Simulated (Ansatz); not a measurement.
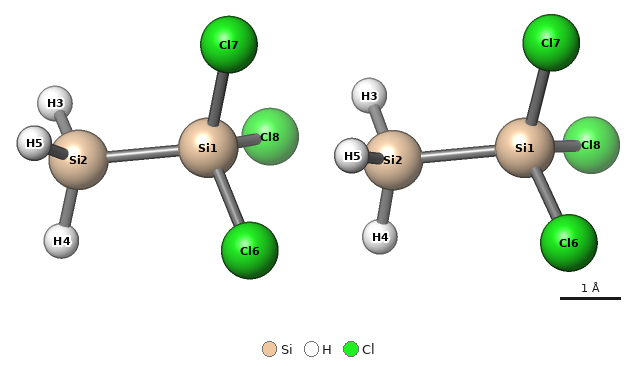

Two geometries of Si$_{2}$H$_{3}$Cl$_{3}$, drawn at one scale. One is the start of a relaxation, the other its converged end. A ball-and-stick model, seen at a tilt.

Theory: RKS LDA/STO-3G (Ansatz). Set-up: no spin polarisation; force threshold 0.02 eV/Å; at most 40 steps.

Question: Which one is relaxed?

Answer: The right one is the relaxed one. The run prepares the start of a later molecular dynamics calculation, from a guessed geometry. The largest moves after the best rigid fit, 0.21 Å, are those of H3, H4 and H5. By element the largest moves are H 0.21 Å, Cl 0.17 Å, Si 0.06 Å. Some distances before and after: Si1–Si2 2.220 → 2.260 Å, Si1–Cl6 2.130 → 2.098 Å, Si2–H3 1.460 → 1.449 Å. Among the angles between lasting bonds that change: Cl6–Si1–Cl7 109.5° → 107.0°, Si2–Si1–Cl6 109.4° → 111.8°. After 9 accepted moves (11 points after the start) the energy has fallen by 2.06 kcal/mol. The largest force component goes from 1.2 to 0.0058 eV/Å. The line search rejected the trial steps at points 6, 7 of the run. The forces were under the threshold at step 3, but the run went on from there.

Limits of the set-up: STO-3G is a minimal basis, so the numbers are rough.
